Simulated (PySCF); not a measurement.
Molecule: SMILES CC(C)CCC#N. Atoms near the plane z = 0.0 Å, at the GFN2-xTB optimised geometry (x, y, z in Å): C1 (1.9, 0.2, 0.0), C2 (0.4, 0.2, 0.0), C3 (-0.1, 1.6, 0.0), C6 (-2.0, -1.6, 0.0), N7 (-2.3, -2.2, 0.9), H8 (2.3, -0.8, 0.0), H9 (2.3, 0.7, 0.9), H10 (2.3, 0.7, -0.9), H11 (0.1, -0.3, 0.9), H12 (0.2, 2.1, -0.9), H13 (0.3, 2.2, 0.8), H14 (-1.2, 1.7, 0.1).

Method: PBE0/def2-SVP in PySCF. Cells within 0.4 Å of a nucleus heavier than hydrogen are left out (blank, or x). The values are rescaled to run from 0 to 1.

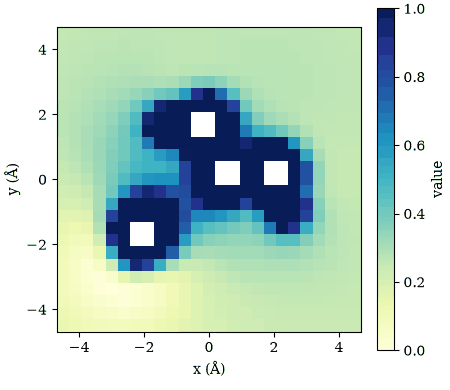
*a field on the plane z = 0.0 Å.*

Which quantity is mapped?
A. electron localisation function
B. deformation density (molecule minus spherical neutral atoms)
C. electrostatic potential
D. an orbital amplitude

C, electrostatic potential. In full: electrostatic potential (hartree/e), clipped to [-0.08, 0.12].
